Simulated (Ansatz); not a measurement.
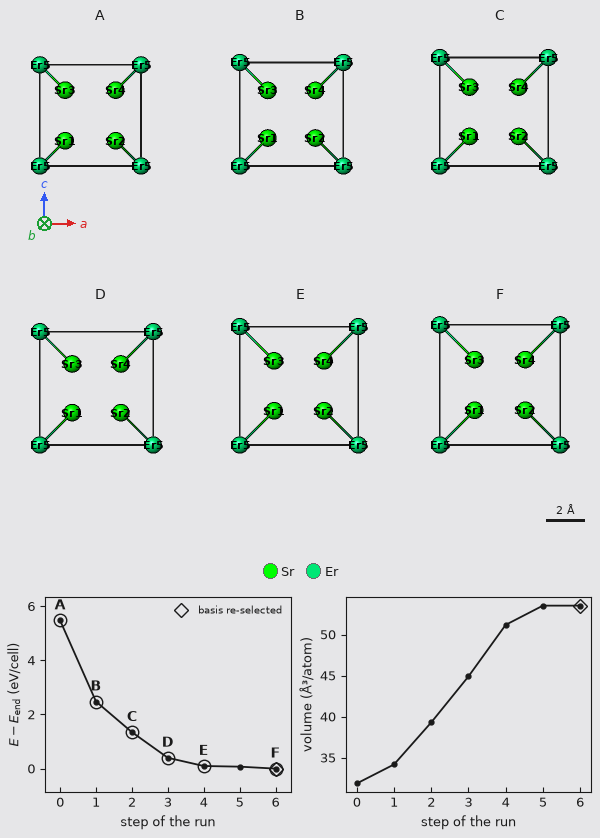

Frames of a relaxation of a crystal of Sr$_{4}$Er (a generated structure, set up in P-43m) (coarse preliminary run), marked on the history of the run. A ball-and-stick model of the cell of the calculation, seen along the b axis.

These are results of DFT PBE, scalar-relativistic, plane waves, PAW; 4f electrons in the core of a trivalent norm-conserving potential (Ansatz 0.2.0), not measurements.

Input
```yaml
crystal:
  lattice:
    - [5.42152861, 0.0, 0.0]
    - [0.0, 5.42152861, 0.0]
    - [0.0, 0.0, 5.42152861]
  atoms:
    - { symbol: Sr, position: [0.25, 0.25, 0.25] }
    - { symbol: Sr, position: [0.75, 0.75, 0.25] }
    - { symbol: Sr, position: [0.25, 0.75, 0.75] }
    - { symbol: Sr, position: [0.75, 0.25, 0.75] }
    - { symbol: Er, position: [0.0, 0.0, 0.0] }
basis:
  ecutwfc: 770
kpoints:
  mp_grid: { grid: [4, 4, 4] }
hamiltonian:
  xc: pbe
  pseudopotentials:
    kind: paw
    azcp: { Er: "pseudopotentials/pbe/nc/lanthanide_3plus/Er.nc.azcp" }
scf:
  occupations: { method: gaussian, width: 0.1 }
  lower_state_search: "off"
output:
  forces: true
  stress: true
  eigenvalues: true
relax:
  adjacent_minimum: "off"
  f_tol: 0.04
  max_steps: 70
  cell: { stress_tol: 0.4 }
```

Command:
```bash
ansatz run input.yaml --threads 1 --pin off --max-ram 2560MiB --backend cpu --events-out ev --progress --plain --runs-dir out
```

### What happens along the run?

The largest moves relative to the cell, 0.44 Å, are those of Sr1, Sr2, Sr3 and Sr4. Sr1 goes along [1 1 1]. Er stays in place. The drawn cell changes as follows: a = b = c 5.422 → 6.444 Å (+18.9 %); the volume changes by +67.9 %. Among the contacts that change: Sr1–Er5 2.348 → 3.229 Å. The space group stays P-43m (No. 215). Over 5 accepted moves (6 points after the start) the energy falls by 5.474 eV per cell of the calculation. Largest force component: 2.7 eV/Å at the start, 0.0049 eV/Å at the end. Pressure: 16.34 GPa at the start and 0.39 GPa at the end. The SCF was repeated once at an unchanged geometry on a basis and grid sized afresh for the cell, which shifted the energy by 72.7 meV per cell of the calculation at most. From step 0 to 1: Sr atoms move most (0.19 Å), volume +7.3 %, energy −2.996 eV per cell of the calculation. From step 1 to 2: Sr atoms move most (0.02 Å), volume +15.0 %, energy −1.132 eV per cell of the calculation. From step 2 to 3: Sr atoms move most (0.13 Å), volume +14.2 %, energy −0.946 eV per cell of the calculation. From step 3 to 4: Sr atoms move most (0.05 Å), volume +14.0 %, energy −0.304 eV per cell of the calculation. From step 4 to 6: volume +4.6 %, energy −97.0 meV per cell of the calculation.
